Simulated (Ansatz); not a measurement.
# HOF (hypofluorous acid): RPA@PBE/STO-3G

What is the electronic atomisation energy of HOF (hypofluorous acid) at RPA@PBE/STO-3G? 

Program for the calculation: Ansatz 0.2.0.

41 further runs of the same task are left out: 1 that didn't finish, 40 set aside as unsound or not needed.

## (1) The structure to begin with

The species is HOF (3 atoms), meant as a singlet with charge 0. As SMILES, `OF`. The coordinates come from a GFN2-xTB relaxation.

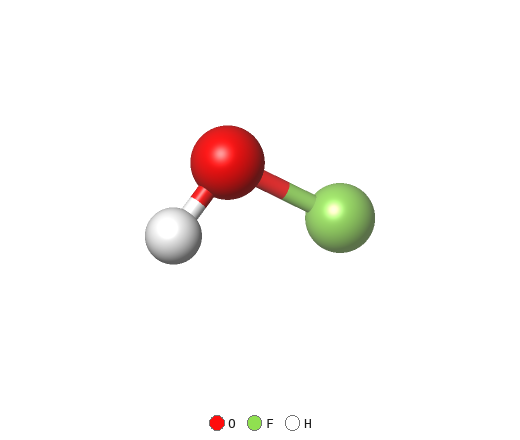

Viewed from a chosen angle; oxygen red, fluorine green, hydrogen white.

## (2) A single-point energy at RPA@PBE/STO-3G

The input, job.yaml:

```yaml
crystal:
  periodic: [false, false, false]
  atoms:
    - {symbol: O, position_ang: [0.414430, -0.197140, 0.208800]}
    - {symbol: F, position_ang: [-0.212000, 1.020440, -0.004820]}
    - {symbol: H, position_ang: [-0.202430, -0.823300, -0.203980]}
basis:
  gaussian: {orbitals: STO-3G}
hamiltonian: {xc: {name: PBE}}
correlation: {method: rpa, frozen_orbitals: {F: 1, H: 0, O: 1}}
accuracy: high
```

Started as:

```
$ ansatz run job.yaml --threads 1 --pin off --max-ram 2610MiB --events-out events.jsonl --progress --plain --runs-dir runs
```

The program printed:

```text
Warning: RAYON_NUM_THREADS=1 ignored (pool sized by the plan → 1); use --threads N
Functional definition: PBE
  name "PBE"
  parameter kappa = 0.804
  parameter beta = 0.06672455060314922
  exchange = pbe_x(kappa = kappa, mu = beta*pi^2/3)
  correlation = pbe_c(beta = beta)
168 factors; integrals over basis functions are off by at most 3.5e-8 eV
mean field evaluation 1: about -4704.2525 eV, gradient 7.8e0 eV
mean field evaluation 2: about -4704.2110 eV, gradient 7.9e0 eV
mean field evaluation 4: about -4704.4144 eV, gradient 3.5e0 eV
mean field evaluation 8: about -4704.4528 eV, gradient 2.4e-3 eV
mean field evaluation 16: about -4704.4528 eV, gradient 6.0e-9 eV
mean field -4704.45279532 eV, -172.8854514352 hartree, gradient 6.0e-9 eV, S^2 0.000000; 0 other end points of the search recorded, 0 dependent functions left out
2 core orbitals not correlated: weight in the atoms' cores, before any rotation towards them, 1.000 or more for the frozen orbitals, at most 0.000 for the correlated occupied ones
reference -4690.36929938 eV, -172.3678925058 hartree; 7, 7 occupied and 2, 2 virtual orbitals, 168 factors
Total energy: -4694.15932302 eV, -172.5071733055 hartree
```

Wall time 0.56 s (1 thread of Arm Neoverse V2, shared host).

## (3) The F atom at the same level

The input, molecule.yaml:

```yaml
basis:
  gaussian:
    orbitals: STO-3G
crystal:
  periodic: [false, false, false]
  atoms:
    - symbol: F
      position_ang: [0.000000, 0.000000, 0.000000]
magnetization:
  spin_polarized: true
  initial_magnetization: 1
hamiltonian:
  xc: {name: PBE}
correlation:
  method: rpa
  frozen_orbitals: {F: 1}
accuracy: high
```

Started as:

```
$ ansatz run molecule.yaml --threads 1 --pin off --max-ram 2610MiB --events-out events.jsonl --progress --plain --runs-dir runs
```

The program printed:

```text
Warning: RAYON_NUM_THREADS=1 ignored (pool sized by the plan → 1); use --threads N
Functional definition: PBE
  name "PBE"
  parameter kappa = 0.804
  parameter beta = 0.06672455060314922
  exchange = pbe_x(kappa = kappa, mu = beta*pi^2/3)
  correlation = pbe_c(beta = beta)
15 factors; integrals over basis functions are off by at most 1.2e-9 eV
mean field evaluation 1: about -2671.3014 eV, gradient 5.5e-12 eV
mean field evaluation 2: about -2671.3023 eV, gradient 3.7e-11 eV
mean field evaluation 4: about -2671.3022 eV, gradient 0.0e0 eV
mean field evaluation 8: about -2671.3022 eV, gradient 2.7e-2 eV
mean field evaluation 16: about -2671.3022 eV, gradient 3.2e-12 eV
mean field -2671.30230684 eV, -98.1685491027 hartree, gradient 1.4e-23 eV, S^2 0.750000; 7 other end points of the search recorded, 0 dependent functions left out
1 core orbitals not correlated: weight in the atoms' cores, before any rotation towards them, 1.000 or more for the frozen orbitals, at most 0.000 for the correlated occupied ones
reference -2666.34863534 eV, -97.9865050328 hartree; 4, 3 occupied and 0, 1 virtual orbitals, 15 factors
Total energy: -2667.19263608 eV, -98.0175214877 hartree
```

It took 0.44 s on 1 thread of Arm Neoverse V2, shared host.

## (4) The H atom, same level

The input, run.yaml:

```yaml
crystal:
  periodic: [false, false, false]
  atoms:
    - symbol: H
      position_ang: [0.000000, 0.000000, 0.000000]
basis:
  gaussian:
    orbitals: STO-3G
accuracy: high
magnetization:
  spin_polarized: true
  initial_magnetization: 1
correlation:
  method: rpa
  frozen_orbitals: {H: 0}
hamiltonian:
  xc: {name: PBE}
```

Run the same way, it converges to -0.46658 Eh (log not shown).

## (5) The O atom at the same level

The input, job.yaml:

```yaml
crystal:
  periodic: [false, false, false]
  atoms:
    - symbol: O
      position_ang: [0.000000, 0.000000, 0.000000]
basis:
  gaussian: {orbitals: STO-3G}
magnetization: {spin_polarized: true, initial_magnetization: 2}
hamiltonian: {xc: pbe}
correlation: {method: rpa, frozen_orbitals: {O: 1}}
accuracy: high
```

Run the same way, it converges to -73.83858 Eh (log not shown).

## (6) Outcome

Level: RPA@PBE/STO-3G, 2 core orbitals frozen.

| quantity | value |
| --- | --- |
| molecule: total energy | -172.50717 Eh |
| molecule: RPA correlation energy (valence) | -139.3 mEh |
| F atom: total energy | -98.01752 Eh |
| F atom: RPA correlation energy (valence) | -31.0 mEh |
| F atom: ⟨S²⟩ of the reference determinant | 0.750 |
| H atom: total energy | -0.46658 Eh |
| H atom: RPA correlation energy | 0.0 mEh |
| H atom: ⟨S²⟩ of the reference determinant | 0.750 |
| O atom: total energy | -73.83858 Eh |
| O atom: RPA correlation energy (valence) | -34.4 mEh |
| O atom: ⟨S²⟩ of the reference determinant | 2.000 |
| electronic atomisation energy | 5.020 eV |

Taking the molecule apart into free atoms costs 5.02 eV (116 kcal/mol), before zero-point energy and without spin-orbit coupling. In a minimal basis such a difference can be off by several eV, whatever the method.
